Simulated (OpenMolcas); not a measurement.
# One shape, several levels: quartet GaNH3

Wanted: a comparison of 6 runs (UHF/STO-3G, UHF/3-21G, UB3LYP/6-31G*, UBHLYP/def2-TZVP, UM06-2X/def2-TZVP, UPBE0/def2-TZVP) of quartet GaNH3. 

The calculation is run with OpenMolcas 26.06.

## (1) The structure to begin with

The species is GaNH3 (5 atoms), meant as a quartet with charge 0. SMILES of the parent species: `[NH2][GaH]`. Geometry: relaxed at PBE0-D4/def2-TZVP. This is one conformer, not always the lowest. That shape belongs to the parent species and isn't relaxed for this state.

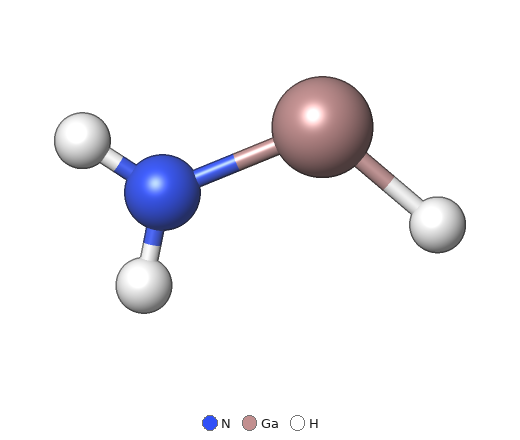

Viewed from a chosen angle; nitrogen blue, gallium pink, hydrogen white.

## (2) The energy at UHF/STO-3G (run 1)

File run.inp:

```
* GaH3N Hartree-Fock
>>> EXPORT MOLCAS_PRINT=2
&GATEWAY
BasLib=$CurrDir
Coord
5
bohr
N     -0.40043297    -1.29257267     0.12226528
Ga     1.54107165     1.47946658     0.78801579
H     -1.78919269    -1.32526493    -1.18126780
H     -0.21769645    -2.96554721     1.00533430
H      0.96035882     3.96445644    -0.81277121
Basis=STO-3G
Group=NoSym
&SEWARD
&SCF
UHF
Spin=4
Thresholds=1e-10 1e-07 1e-07 1e-05
PrOrbitals=0
```

The basis set STO-3G is read from a file made from the Basis Set Exchange's data (not shown).

Launch:

```console
$ export MOLCAS_MEM=1860
$ pymolcas run.inp > run.log
```

Output:

```text
--- Start Module: gateway ---
[...]
--- Stop Module: gateway /rc=_RC_ALL_IS_WELL_ ---
--- Start Module: seward ---
[...]
      Basis functions           26
--- Stop Module: seward /rc=_RC_ALL_IS_WELL_ ---
--- Start Module: scf ---
[...]
       Convergence after 118 Iterations
[...]
::    Total SCF energy                              -1956.4158326556
[...]
      Total spin, S                                     1.5006355895
[...]
      Total electronic charge=   41.000000
      Total            charge=   -0.000000
[...]
      Dipole Moment (debye):
      Origin of the operator (angstrom)=    0.6129    0.5144    0.3388
                   X= -1.1159E-01               Y= -5.1904E-01               Z=  1.1468E-01           Total=  5.4314E-01
      Quadrupole Moment (debye*angstrom):
[...]
--- Stop Module: scf /rc=_RC_ALL_IS_WELL_ ---
[...]
```

It took 4.5 s on 1 thread of Arm Neoverse V2, shared host; peak memory 0.37 GiB.

## (3) A single-point energy at UHF/3-21G (run 2)

File run.inp:

```
* GaH3N Hartree-Fock
>>> EXPORT MOLCAS_PRINT=2

&GATEWAY
  BasLib=$CurrDir
  Coord
  5
  angstrom
  N       -0.211900      -0.684000       0.064700
  Ga       0.815500       0.782900       0.417000
  H       -0.946800      -0.701300      -0.625100
  H       -0.115200      -1.569300       0.532000
  H        0.508200       2.097900      -0.430100
  Basis=3-21G
  Group=NoSym

&SEWARD

&SCF
  UHF
  Spin=4
  Thresholds=1e-10 1e-07 1e-07 1e-05
  PrOrbitals=1 1
```

The basis set 3-21G is read from a file made from the Basis Set Exchange's data (not shown).

Launch:

```console
$ export MOLCAS_MEM=1860
$ pymolcas run.inp > run.log
```

Output:

```text
--- Start Module: gateway ---
[...]
--- Stop Module: gateway /rc=_RC_ALL_IS_WELL_ ---
--- Start Module: seward ---
[...]
      Basis functions           37
--- Stop Module: seward /rc=_RC_ALL_IS_WELL_ ---
--- Start Module: scf ---
[...]
       Convergence after  19 Iterations
[...]
::    Total SCF energy                              -1969.5877332037
[...]
      Total spin, S                                     1.5022176594
[...]
      Total electronic charge=   41.000000
      Total            charge=   -0.000000
[...]
      Dipole Moment (debye):
      Origin of the operator (angstrom)=    0.6129    0.5144    0.3388
                   X= -3.6777E+00               Y= -5.6034E+00               Z= -1.1115E+00           Total=  6.7941E+00
      Quadrupole Moment (debye*angstrom):
[...]
--- Stop Module: scf /rc=_RC_ALL_IS_WELL_ ---
[...]
```

Run time: 1.9 s. Hardware: 1 thread of Arm Neoverse V2, shared host; peak memory 0.37 GiB.

Runs 3 to 5 aren't shown in full; the table further down has their settings and results.

## (4) A single-point energy at UPBE0/def2-TZVP (run 6)

File test.input:

```
* GaH3N Kohn-Sham DFT
&GATEWAY
BasLib=$CurrDir
Coord
5
angstrom
N       -0.211900      -0.684000       0.064700
Ga       0.815500       0.782900       0.417000
H       -0.946800      -0.701300      -0.625100
H       -0.115200      -1.569300       0.532000
H        0.508200       2.097900      -0.430100
Basis=def2-TZVP
Group=NoSym
&SEWARD
GridInput
Grid=UltraFine
End of Grid
&SCF
UHF
Spin=4
KSDFT=PBE0
Thresholds=1e-10 1e-07 1e-07 1e-05
PrOrbitals=0
```

The basis set def2-TZVP is read from a file made from the Basis Set Exchange's data (not shown).

Launch:

```console
$ export MOLCAS_MEM=1860
$ pymolcas test.input > test.log
```

Output:

```text
--- Start Module: gateway ---
[...]
--- Stop Module: gateway /rc=_RC_ALL_IS_WELL_ ---
--- Start Module: seward ---
[...]
      Basis functions           97
--- Stop Module: seward /rc=_RC_ALL_IS_WELL_ ---
[...]
--- Start Module: scf ---
[...]
       Convergence after  22 Iterations
[...]
::    Total KS-DFT energy                           -1980.9152527609
[...]
      Total spin, S                                     1.5013614333
[...]
      Total electronic charge=   41.000000
      Total            charge=   -0.000000
[...]
      Dipole Moment (debye):
      Origin of the operator (angstrom)=    0.6129    0.5144    0.3388
                   X= -3.4250E+00               Y= -5.0627E+00               Z= -1.1013E+00           Total=  6.2108E+00
      Quadrupole Moment (debye*angstrom):
[...]
--- Stop Module: scf /rc=_RC_ALL_IS_WELL_ ---
[...]
```

Wall time 45 s (1 thread of Arm Neoverse V2, shared host); peak memory 0.54 GiB.

## (5) All runs side by side

```
run                                level  Cartesian functions  integration grid   energy (Eh)  dipole moment (D)  HOMO energy (eV)   ⟨S²⟩  wall time
  1                           UHF/STO-3G                   no                 –  -1956.415833               0.54             -5.11  3.753      4.5 s
  2                            UHF/3-21G                   no                 –  -1969.587733               6.79             -4.80  3.759      1.9 s
  3  UB3LYP/6-31G* (Cartesian functions)                  yes         UltraFine  -1980.979841               6.26             -2.68  3.754       17 s
  4                     UBHLYP/def2-TZVP                   no         UltraFine  -1981.176830               6.30             -3.53  3.757       45 s
  5                    UM06-2X/def2-TZVP                   no         UltraFine  -1981.193058               6.27             -3.64  3.756       71 s
  6                      UPBE0/def2-TZVP                   no         UltraFine  -1980.915253               6.21             -2.98  3.755       45 s
```

## (6) Summary of results

```
                                 quantity           value
                      run 6: total energy  -1980.91525 Eh
                     run 6: dipole moment          6.21 D
run 6: HOMO energy (highest over α and β)        -2.98 eV
                              run 6: ⟨S²⟩           3.755
```

**Reading.** The dipole moment (its size) runs from 0.54 D (UHF/STO-3G) to 6.79 D (UHF/3-21G). So wide a spread suggests that the runs ended on unlike SCF solutions, not only an effect of the method. Totals of different functionals can't be ranked against each other. In run 1 the basis is minimal, so the values are rough. All runs together took 3.1 min, the longest 71 s.
